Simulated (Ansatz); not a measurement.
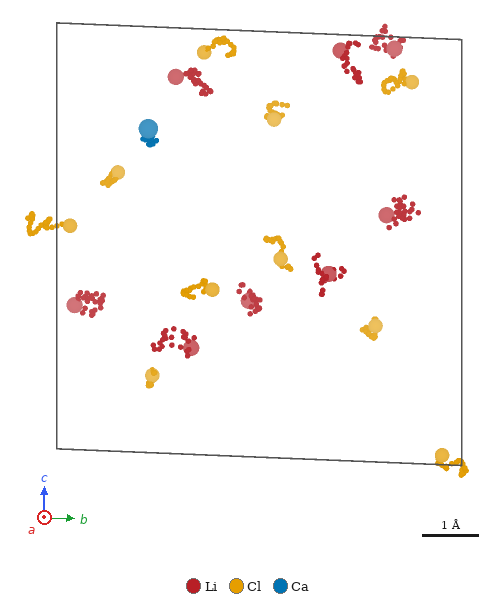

First-principles dynamics of an amorphous cell of composition Li8CaCl10 (19 atoms in the cell), 375 fs long. It starts from the last geometry of an earlier run, with fresh velocities. Dots mark each atom's position at evenly spaced times, in the colour of its element; spheres stand at the starting positions. Seen along the a axis in the simulation cell.

The calculation used DFT PBE, scalar-relativistic, plane waves, PAW in Ansatz 0.2.0. Run with plane-wave cutoff 420 eV; k-point mesh 1 × 1 × 1; Fermi-Dirac smearing 0.05 eV; volume 1.05 times that of the relaxed crystal; set temperature 300 K; time step 1.5 fs.

Input
```yaml
crystal:
  lattice:
    - [7.621665, -0.188185, -0.03944]
    - [-0.188185, 7.322783, -0.152923]
    - [-0.03944, -0.152923, 7.684223]
  atoms:
    - { symbol: Li, position: [0.4219958458, 0.8143563337, 0.5805094181] }
    - { symbol: Li, position: [0.8565841501, 0.6711722849, 0.4370296749] }
    - { symbol: Li, position: [0.6031396573, 0.3321428156, 0.2501058862] }
    - { symbol: Li, position: [0.1981403786, 0.8336355374, 0.9721952131] }
    - { symbol: Li, position: [0.3671055083, 0.2941151978, 0.8848565046] }
    - { symbol: Li, position: [0.0551096856, 0.044447935, 0.3391537435] }
    - { symbol: Li, position: [0.7000481288, 0.7009929064, 0.9624564562] }
    - { symbol: Li, position: [0.2348124007, 0.4744098921, 0.3659655036] }
    - { symbol: Cl, position: [0.9768259192, 0.3845529175, 0.388752673] }
    - { symbol: Cl, position: [0.7588744366, 0.0330335582, 0.5250838637] }
    - { symbol: Cl, position: [0.1252152844, 0.5366147303, 0.7941687134] }
    - { symbol: Cl, position: [0.2000390935, 0.7870675874, 0.3195269205] }
    - { symbol: Cl, position: [0.9331675156, 0.9513256348, 0.0221998196] }
    - { symbol: Cl, position: [0.5775734107, 0.5528532635, 0.4675826319] }
    - { symbol: Cl, position: [0.4601289389, 0.8767999356, 0.8953966323] }
    - { symbol: Cl, position: [0.667228155, 0.3641009867, 0.9450556985] }
    - { symbol: Cl, position: [0.2466512423, 0.1511185254, 0.6548856849] }
    - { symbol: Cl, position: [0.3310253086, 0.236256522, 0.1817356379] }
    - { symbol: Ca, position: [0.9161204258, 0.2264129188, 0.7605481551] }
  symmetry: { detect: false }
basis:
  ecutwfc: 420
  xc_grid: 1
kpoints:
  mp_grid: { grid: [1, 1, 1], shift: [0.0, 0.0, 0.0] }
hamiltonian:
  xc: pbe
scf:
  occupations: { method: fermi_dirac, width: 0.05 }
  lower_state_search: "off"
  convergence: { dr2_threshold: 1.0e-05 }
output:
  forces: true
  stress: true
md:
  timestep: 1.5
  n_steps: 250
  ensemble: nvt_langevin
  friction: 0.03
  temperature: 300.0
  initial_velocities: maxwell_boltzmann
  seed: 80440
```

Run as
```bash
ansatz run input.yaml --threads 2 --pin off --max-ram 5120MiB --backend cpu --events-out ev --progress --plain --runs-dir out
```

### What do the traces tell about the motion?

In the second half of the run the atoms are, in the root-mean-square, this far from where they began (common drift taken out): Cl 0.43 Å, Li 0.41 Å, Ca 0.28 Å. Against the typical shortest distance between atoms in the first frame, about 2.2 Å these are large excursions, but over 375 fs one can't yet tell strong vibration from the start of diffusion. Over the second half the temperature averages 291 K (spread ±42 K). The potential energy in the second half lies on average 37.8 meV per atom below the first frame. The first frame is far from relaxed (forces up to 1.5 eV/Å), so much of the motion is the structure settling. The mean pressure there is 0.6 GPa.

Limits of the set-up: the periodic images lie only 7.3 Å apart, so the values are limited by the cell's size.
